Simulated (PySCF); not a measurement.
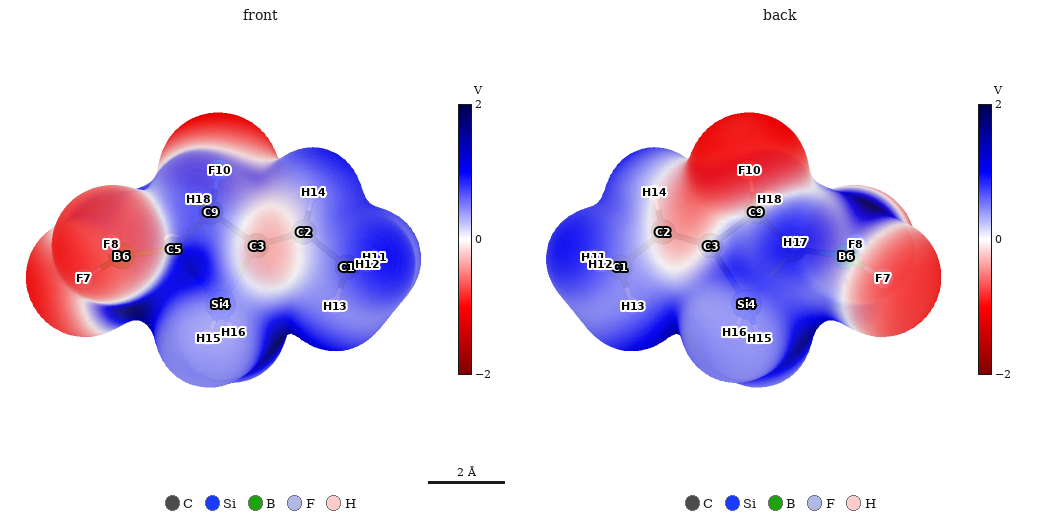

Figure. C$_{5}$H$_{8}$BF$_{3}$Si. The electrostatic potential painted on the density surface at 0.002 e/bohr³, seen from the front and from behind; the colour scale runs from red (negative) to blue (positive).

Geometry: GFN2-xTB.

Level of theory: PySCF 2.14.0, PBE0/pcSseg-1, SCF density, gas phase, non-relativistic.

```yaml
atoms:
  - { symbol: C, position_ang: [2.9922, -0.0043, 0.2366] }
  - { symbol: C, position_ang: [1.7355, 0.7762, 0.3884] }
  - { symbol: C, position_ang: [0.5221, 0.2888, 0.1671] }
  - { symbol: Si, position_ang: [-0.2639, -1.2880, -0.5040] }
  - { symbol: C, position_ang: [-1.6877, 0.0420, -0.5355] }
  - { symbol: B, position_ang: [-3.0213, -0.4079, 0.0896] }
  - { symbol: F, position_ang: [-3.9725, -1.0220, -0.5993] }
  - { symbol: F, position_ang: [-3.2764, -0.3323, 1.3886] }
  - { symbol: C, position_ang: [-0.7972, 1.0278, 0.2415] }
  - { symbol: F, position_ang: [-0.7599, 2.2775, -0.3409] }
  - { symbol: H, position_ang: [3.6311, 0.4585, -0.5147] }
  - { symbol: H, position_ang: [3.5434, -0.0104, 1.1763] }
  - { symbol: H, position_ang: [2.7730, -1.0275, -0.0591] }
  - { symbol: H, position_ang: [1.8529, 1.8100, 0.6945] }
  - { symbol: H, position_ang: [-0.4415, -2.3746, 0.4576] }
  - { symbol: H, position_ang: [0.1058, -1.7842, -1.8284] }
  - { symbol: H, position_ang: [-1.8070, 0.3904, -1.5611] }
  - { symbol: H, position_ang: [-1.1375, 1.1862, 1.2711] }
```

Question: Which sites attract a positive test charge, and which a negative one?

Answer: A positive charge is drawn to the negative regions and a negative charge to the positive ones. The most negative region (about −1.0 V, or −23 kcal/mol for a unit charge) lies over F10, the most positive (about +1.8 V, or +42 kcal/mol for a unit charge) over Si4 and B6.

Question: What dipole moment does the calculation give?

Answer: Its dipole moment is 3.27 D.
